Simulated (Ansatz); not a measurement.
BCl$_{2}$H···SiH$_{4}$

The calculation's input:

```
crystal:
  periodic: [false, false, false]
  atoms:
    - { symbol: B, position_ang: [0.057174, -0.386651, 0.080417] }
    - { symbol: Cl, position_ang: [-0.367282, -1.284269, 1.604554] }
    - { symbol: Cl, position_ang: [1.676779, -0.528148, -0.581406] }
    - { symbol: H, position_ang: [-0.794894, 0.170093, -0.515942] }
    - { symbol: Si, position_ang: [0.509412, 2.593597, 1.044016] }
    - { symbol: H, position_ang: [1.868098, 2.975138, 1.50542] }
    - { symbol: H, position_ang: [0.442655, 2.65293, -0.435738] }
    - { symbol: H, position_ang: [-0.506073, 3.509027, 1.626137] }
    - { symbol: H, position_ang: [0.21583, 1.230583, 1.509342] }
basis:
  gaussian: { orbitals: cc-pVDZ }
hamiltonian:
  xc: hf
relax:
  f_tol: 0.03
  max_steps: 50
output:
  orbitals: {}
```

Launched as:

```sh
ansatz run input.yaml --threads 2 --pin off --max-ram 3072MiB --backend cpu --events-out ev --progress --plain --runs-dir out
```

The fields are those of the run's last geometry, not of the input's.

All numbers below come from RHF/cc-pVDZ (Ansatz).

> What can the converged electron density and electron localisation function tell about the bonding?

B–Cl (1.75 Å): the density is about 1.4 e/Å³ at the midpoint; the ELF peaks at about 0.90 between the atoms: a shared but strongly polarised pair.
B–H (1.19 Å): the density is about 1.3 e/Å³ at the midpoint; the ELF climbs to about 1 towards the hydrogen, as it does in any bond to H (a covalent bond by its length).

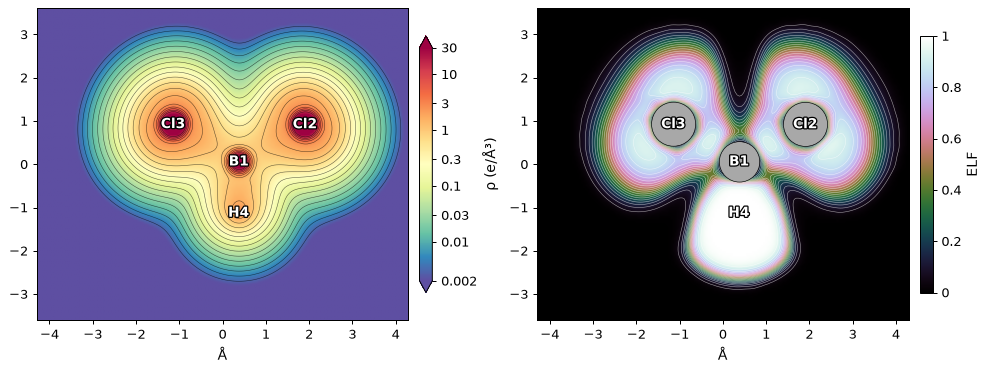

Computed electron density and electron localisation function on the plane of atoms Cl2, B1 and Cl3, in this order. Grey discs cover the atomic cores in the ELF map. 
